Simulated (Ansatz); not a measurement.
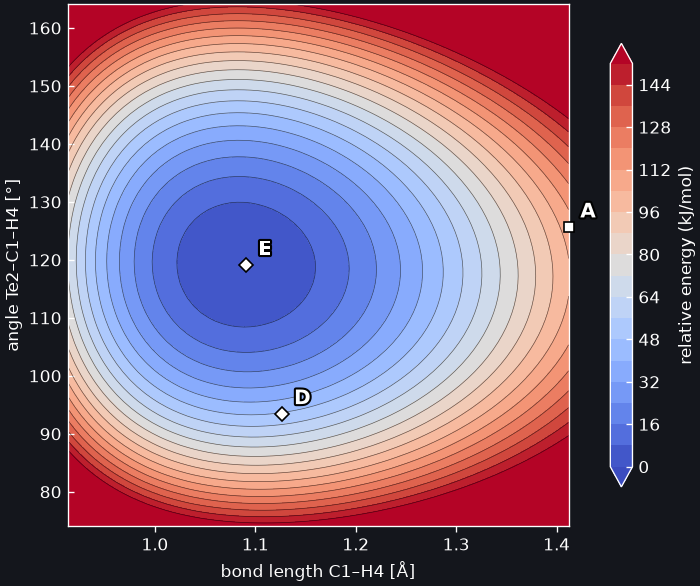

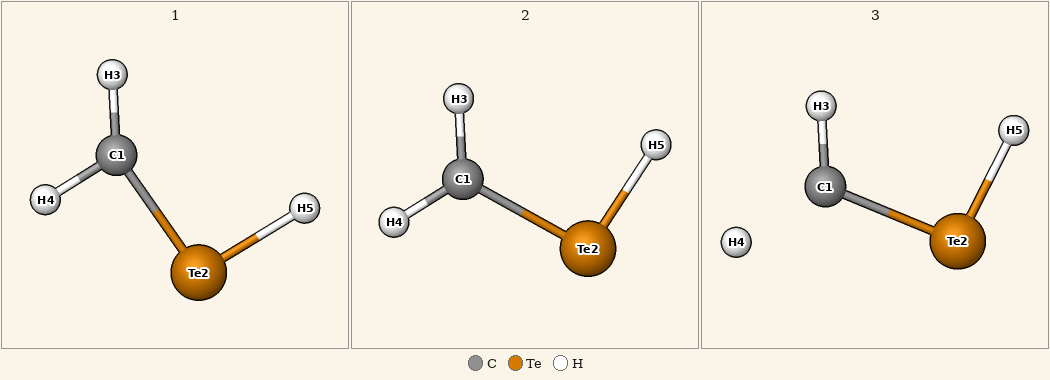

CH3Te, SMILES [CH2+][TeH], charge +1. Coordinates scanned: (1) bond length C1–H4; (2) angle Te2–C1–H4. Nothing is relaxed (all other coordinates rigid). The grid has 15 × 15 points. Points are written as (first, second). Energies: kJ/mol, counted from the lowest grid point. Computed with Ansatz, RKS PBE0-D4/def2-TZVP.

Drawn: filled contours, one colour for all values above the top of the scale, lettered points. Between grid points the surface is interpolated. The numbered pictures are the structures at these points, in random order.

Question: Which structure belongs to which point?

Answer: A is structure 3: (1.412 Å, 125.6°), 108 kJ/mol; D is structure 1: (1.127 Å, 93.4°), 49 kJ/mol; E is structure 2: (1.091 Å, 119.1°), 0 kJ/mol.
